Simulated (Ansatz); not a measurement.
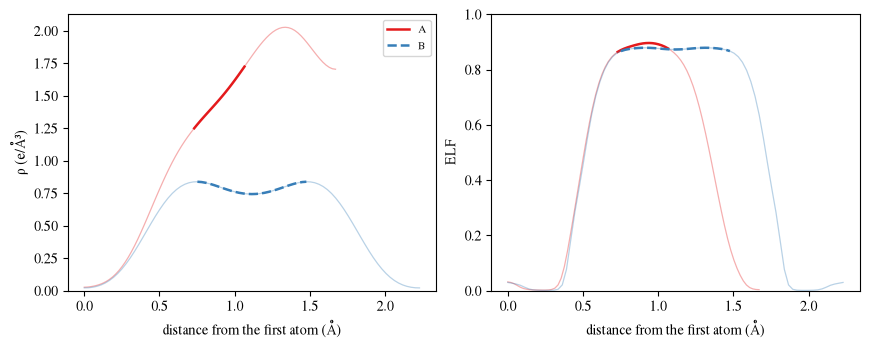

The picture shows: P4C. Valence electron density and electron localisation function along straight lines between neighbouring atoms. Thin, pale parts lie inside the atomic spheres.

Space group Immm; a generated structure, not necessarily the stable one.

Method: DFT PBE, scalar-relativistic, plane waves, PAW in Ansatz 0.2.0.

In a PAW calculation such maps are meaningful between the atoms, not at the nuclei.

```xyz
10
Lattice="0.0000 4.9934 0.0000 5.0546 0.0000 0.0000 0.0000 0.0000 -6.6640" Properties=species:S:1:pos:R:3 pbc="T T T"
P     0.0000    0.0000   -4.9936
P     2.5273    2.4967   -1.6616
P     0.0000    0.0000   -1.6704
P     2.5273    2.4967   -5.0024
P     2.5273    0.0000   -4.4464
P     0.0000    2.4967   -1.1144
P     0.0000    2.4967   -5.5496
P     2.5273    0.0000   -2.2176
C     0.0000    0.0000    0.0000
C     2.5273    2.4967   -3.3320
```

Question: Which curve belongs to which contact (P–C and P–P)? The first atom named is at distance zero.

Answer: Curve A: P–C (1.67 Å): ρ is about 1.4 e/Å³ halfway; the ELF peaks at about 0.90 between the atoms. Curve B: P–P (2.23 Å): the density is about 0.74 e/Å³ at the midpoint; the ELF peaks at about 0.90 between the atoms.
